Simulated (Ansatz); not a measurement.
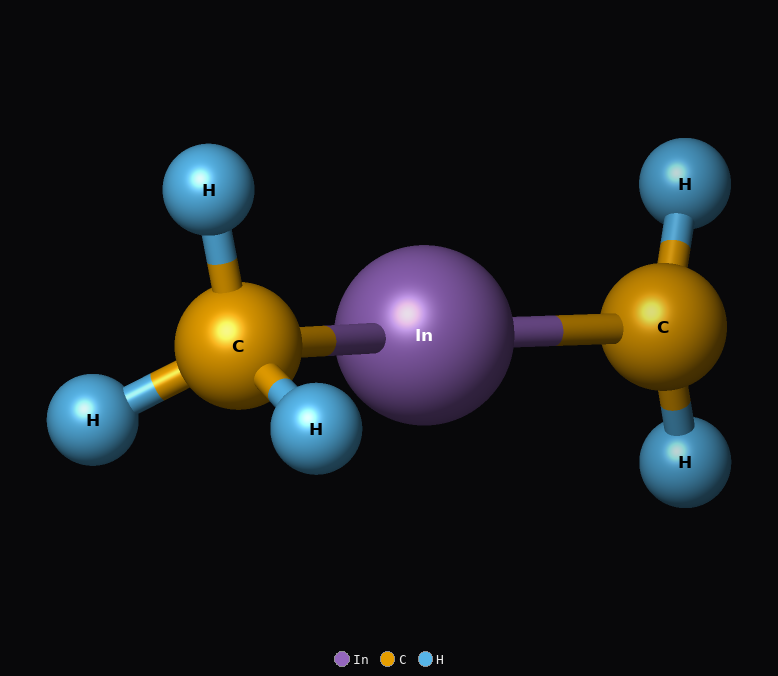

Ball-and-stick drawing of a structure.

The geometry was computed by an optimisation with PBE0-D4/def2-TZVP.

Give the formula.

Answer. C2H5In, 8 atoms: 2 carbon, 5 hydrogen and 1 indium.

Count the bonded pairs by element.

Answer. 5 C–H, 2 C–In. Sticks follow a distance rule.

More results for the same structure follow; atom numbers are the same in all pictures, views and colours differ.

**Shape**

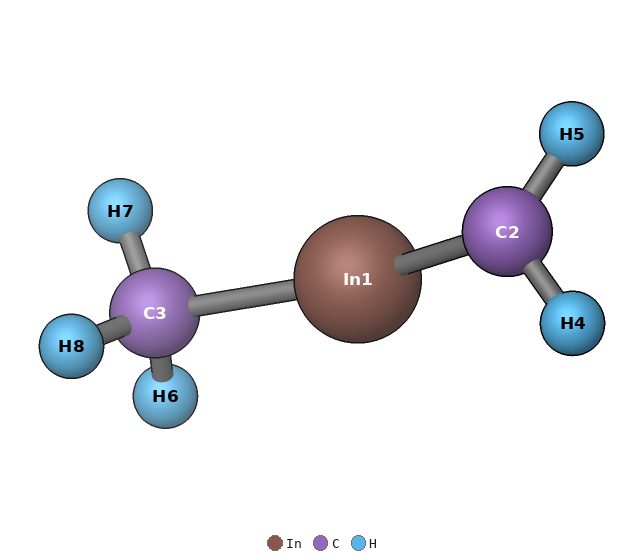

Numbered structure.

Give these bond angles: C2–In1–C3, In1–C2–H4, In1–C2–H5, H4–C2–H5, In1–C3–H6, In1–C3–H7, In1–C3–H8, H6–C3–H7, H6–C3–H8, H7–C3–H8.

```tsv
angle	degrees
C2–In1–C3	162.7
In1–C2–H4	115.6
In1–C2–H5	115.6
H4–C2–H5	113.3
In1–C3–H6	110.4
In1–C3–H7	109.0
In1–C3–H8	110.4
H6–C3–H7	108.7
H6–C3–H8	109.5
H7–C3–H8	108.7
```

**Vibrations**

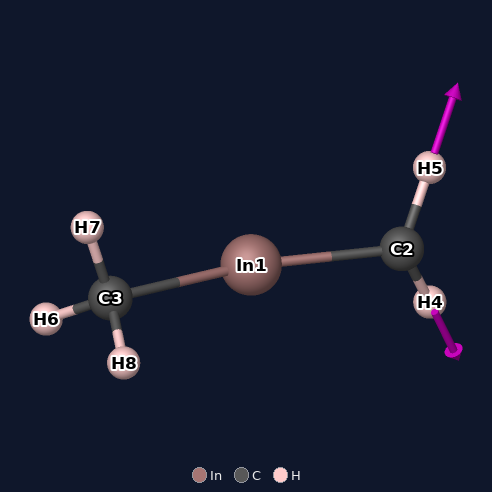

The arrows show one normal mode. Harmonic vibrations computed with RKS PBE0-D4/def2-TZVP, core potentials on In (Ansatz 0.2.0) at a stationary point of the same level.

What kind of motion is it?

Answer. Mostly in-phase stretching of 2 C–H bonds.

At what wavenumber does it lie?

Answer. 3105 cm⁻¹; it is mode 15 of 18 counted from the lowest.

**Dipole moment**

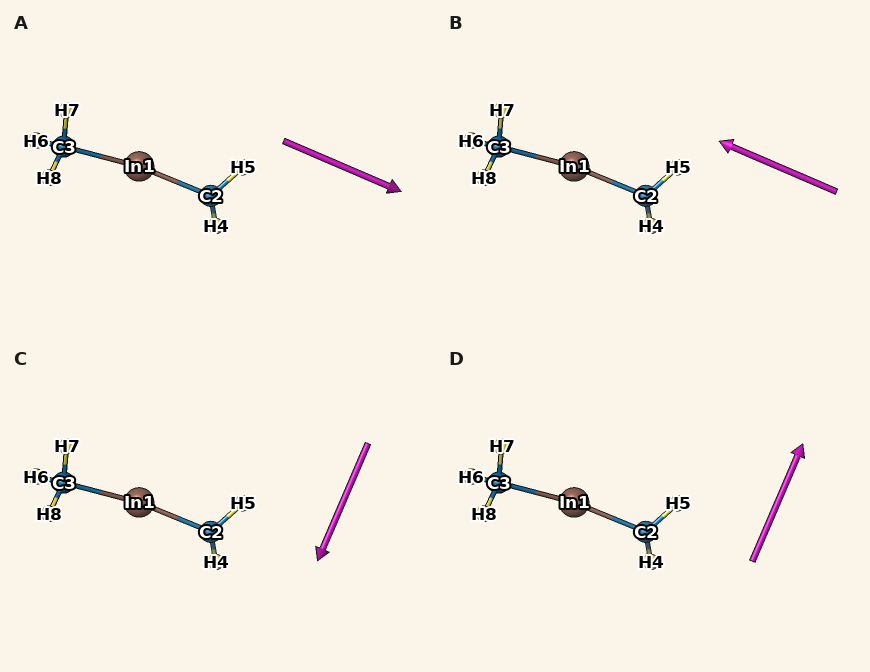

The same molecule four times, each with an arrow. Level of theory: RKS PBE0-D4/def2-TZVP, core potentials on In (Ansatz 0.2.0).

Which arrow points along the dipole moment, from the negative to the positive end?

Answer. B. The dipole moment is 3.14 D; it points from the side of H4, H5 to the side of H6 (the outermost atoms at the two ends).

**Charges**

The questions are on Mulliken charges. Level of theory: RKS PBE0-D4/def2-TZVP, core potentials on In (Ansatz 0.2.0).

List the Mulliken charges.

| atom | value (e) |
| --- | --- |
| In1 | 0.48 |
| C2 | −0.64 |
| C3 | −0.57 |
| H4 | 0.14 |
| H5 | 0.14 |
| H6 | 0.15 |
| H7 | 0.15 |
| H8 | 0.16 |

Mulliken values depend strongly on the basis set and can even reverse the polarity of a bond.
